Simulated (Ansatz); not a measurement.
# triplet GaH3 at 6 levels

Aim: a comparison of 6 runs (UHF/def2-TZVPPD, UB3LYP/6-31G*, U-revPBE/def2-TZVPPD, UPBE0/def2-TZVPPD, RPA@PBE0/def2-TZVPPD, UCCSD(T)/def2-TZVPPD) of triplet GaH3. 

The results are computed with Ansatz 0.2.0.

27 further runs of the same task are left out: 3 that didn't finish, 24 set aside as unsound or not needed. Runs told in other sessions of the task aren't counted.

### Step 1. The system as given

GaH3 has 4 atoms, charge 0, and is taken as a triplet. As SMILES of the parent species, `[GaH3]`. The shape is that of a PBE0-D4/def2-TZVP optimisation. That shape belongs to the parent species and isn't relaxed for this state.

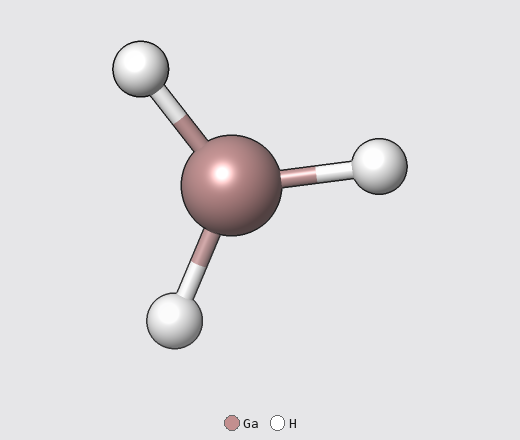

The structure, seen from a chosen angle (gallium pink, hydrogen white).

### Step 2. A single-point energy at UHF/def2-TZVPPD (run 1)

Contents of run.yaml:

```yaml
crystal:
  periodic: [false, false, false]
  atoms:
    - symbol: Ga
      position_ang: [0.013400, -0.014900, -0.004600]
    - symbol: H
      position_ang: [1.252400, 0.343800, 0.887700]
    - symbol: H
      position_ang: [-0.552100, -1.477800, -0.009700]
    - symbol: H
      position_ang: [-0.658400, 1.088700, -0.893700]
basis:
  gaussian: {orbitals: def2-TZVPPD.json}
magnetization: {spin_polarized: true, initial_magnetization: 2}
hamiltonian: {xc: hf}
accuracy: high
output: {orbitals: {seedname: orbitals}}
```

The basis set def2-TZVPPD is read from a file made from the Basis Set Exchange's data (not shown).

On the command line:

```console
$ ansatz run run.yaml --threads 1 --pin off --max-ram 3480MiB --events-out events.jsonl --progress --plain --runs-dir runs
```

What it wrote:

```text
Warning: RAYON_NUM_THREADS=1 ignored (pool sized by the plan → 1); use --threads N
Functional definition: HF
  name "HF"
  exchange = exact_x
  correlation = 0
1581 factors; integrals over basis functions are off by at most 4.3e-9 eV
mean field evaluation 1: about -52374.9659 eV, gradient 8.8e0 eV
mean field evaluation 2: about -52374.9698 eV, gradient 8.8e0 eV
mean field evaluation 4: about -52375.8553 eV, gradient 2.4e0 eV
mean field evaluation 8: about -52375.9520 eV, gradient 2.8e-1 eV
mean field evaluation 16: about -52375.9999 eV, gradient 2.3e-2 eV
mean field evaluation 32: about -52375.9155 eV, gradient 7.3e-2 eV
mean field evaluation 64: about -52375.7012 eV, gradient 2.5e0 eV
mean field evaluation 96: about -52375.9997 eV, gradient 1.0e-3 eV
mean field evaluation 128: about -52375.9845 eV, gradient 3.8e-1 eV
mean field -52375.99999808 eV, -1924.7824982017 hartree, gradient 1.3e-8 eV, S^2 2.007322; 1 other end points of the search recorded, 0 dependent functions left out
reference -52375.99999808 eV, -1924.7824982017 hartree; 18, 16 occupied and 87, 89 virtual orbitals, 1581 factors
Total energy: -52375.99999808 eV, -1924.7824982017 hartree
```

Run time: 15 s. Hardware: 1 thread of Arm Neoverse N1, shared host; peak memory 0.29 GiB.

### Step 3. The energy at UB3LYP/6-31G(d) (Cartesian functions) (run 2)

Contents of job.yaml:

```yaml
crystal:
  periodic: [false, false, false]
  atoms:
    - {symbol: Ga, position_ang: [0.013400, -0.014900, -0.004600]}
    - {symbol: H, position_ang: [1.252400, 0.343800, 0.887700]}
    - {symbol: H, position_ang: [-0.552100, -1.477800, -0.009700]}
    - {symbol: H, position_ang: [-0.658400, 1.088700, -0.893700]}
basis:
  gaussian:
    orbitals: "6-31G*"
magnetization:
  spin_polarized: true
  initial_magnetization: 2
hamiltonian:
  xc: {name: B3LYP}
accuracy: high
output: {orbitals: {seedname: orbitals}}
```

On the command line:

```console
$ ansatz run job.yaml --threads 1 --pin off --max-ram 3480MiB --events-out events.jsonl --progress --plain --runs-dir runs
```

What it wrote:

```text
Warning: RAYON_NUM_THREADS=1 ignored (pool sized by the plan → 1); use --threads N
Functional definition: B3LYP
  name "B3LYP"
  parameter a0 = 0.2
  parameter ax = 0.72
  parameter ac = 0.81
  exchange = (1 - a0 - ax)*slater_x + ax*b88_x + a0*exact_x
  correlation = (1 - ac)*vwn_rpa_c + ac*lyp_c
727 factors; integrals over basis functions are off by at most 3.0e-9 eV
mean field evaluation 1: about -52414.4450 eV, gradient 1.4e1 eV
mean field evaluation 2: about -52413.5757 eV, gradient 1.9e1 eV
mean field evaluation 4: about -52414.9760 eV, gradient 1.0e0 eV
mean field evaluation 8: about -52415.0230 eV, gradient 4.5e-2 eV
mean field evaluation 16: about -52415.0230 eV, gradient 1.8e-4 eV
mean field evaluation 32: about -52414.7194 eV, gradient 4.8e0 eV
mean field evaluation 64: about -52415.0228 eV, gradient 8.4e-9 eV
mean field -52415.02297818 eV, -1926.2165662696 hartree, gradient 3.8e-8 eV, S^2 2.004437; 3 other end points of the search recorded, 0 dependent functions left out
reference -52415.02301208 eV, -1926.2165675152 hartree; 18, 16 occupied and 23, 25 virtual orbitals, 727 factors
Total energy: -52415.02301208 eV, -1926.2165675152 hartree
```

Wall time 23 s (1 thread of Arm Neoverse N1, shared host); peak memory 0.15 GiB.

Runs 3 to 5 aren't shown in full; the table further down has their settings and results.

### Step 4. A single-point energy at UCCSD(T)/def2-TZVPPD (run 6)

Contents of run.yaml:

```yaml
basis:
  gaussian: {orbitals: def2-TZVPPD.json}
crystal:
  periodic: [false, false, false]
  atoms:
    - {symbol: Ga, position_ang: [0.013400, -0.014900, -0.004600]}
    - {symbol: H, position_ang: [1.252400, 0.343800, 0.887700]}
    - {symbol: H, position_ang: [-0.552100, -1.477800, -0.009700]}
    - {symbol: H, position_ang: [-0.658400, 1.088700, -0.893700]}
scf: {omitted_lower_state_checks: [cluster_reference, increment]}
accuracy: high
magnetization: {spin_polarized: true, initial_magnetization: 2}
correlation: {method: ccsd_t, frozen_orbitals: {Ga: 9, H: 0}}
```

The basis set def2-TZVPPD is read from a file made from the Basis Set Exchange's data (not shown).

On the command line:

```console
$ ansatz run run.yaml --threads 1 --pin off --max-ram 3480MiB --events-out events.jsonl --progress --plain --runs-dir runs
```

What it wrote:

```text
Warning: RAYON_NUM_THREADS=1 ignored (pool sized by the plan → 1); use --threads N
[... 13 lines left out ...]
9 core orbitals not correlated: weight in the atoms' cores, before any rotation towards them, 1.000 or more for the frozen orbitals, at most 0.000 for the correlated occupied ones
[... 33 lines left out ...]
Total energy: -52383.16622985 eV, -1925.0458523615 hartree
Checks for a lower state left out: cluster_reference, increment
```

It took 2.1 min on 1 thread of Arm Neoverse N1, shared host; peak memory 1.4 GiB.

### Step 5. Overview of the runs

```tsv
run	level	Cartesian functions	frozen core orbitals	energy (Eh)	HOMO energy (eV)	⟨S²⟩	wall time
1	UHF/def2-TZVPPD	no	–	-1924.782498	-6.09	2.007	15 s
2	UB3LYP/6-31G* (Cartesian functions)	yes	–	-1926.216568	-3.92	2.004	23 s
3	U-revPBE/def2-TZVPPD	no	–	-1926.312156	-3.40	2.003	40 s
4	UPBE0/def2-TZVPPD	no	–	-1926.185945	-4.23	2.005	58 s
5	RPA@PBE0/def2-TZVPPD	no	9	-1925.143423	–	2.005	68 s
6	UCCSD(T)/def2-TZVPPD	no	9	-1925.045852	–	2.007	2.1 min
```

### Step 6. What came out

| quantity | value |
| --- | --- |
| run 6: total energy | -1925.04585 Eh |
| run 6: correlation energy (9 core orbitals frozen) | -263.4 mEh |
| run 6: (T) correction | -10.93 mEh |
| run 6: ⟨S²⟩ of the reference determinant | 2.007 |
| run 6: T1 diagnostic | 0.034 |

What this shows: Totals of different functionals can't be ranked against each other. All runs together took 5.5 min, the longest 2.1 min.
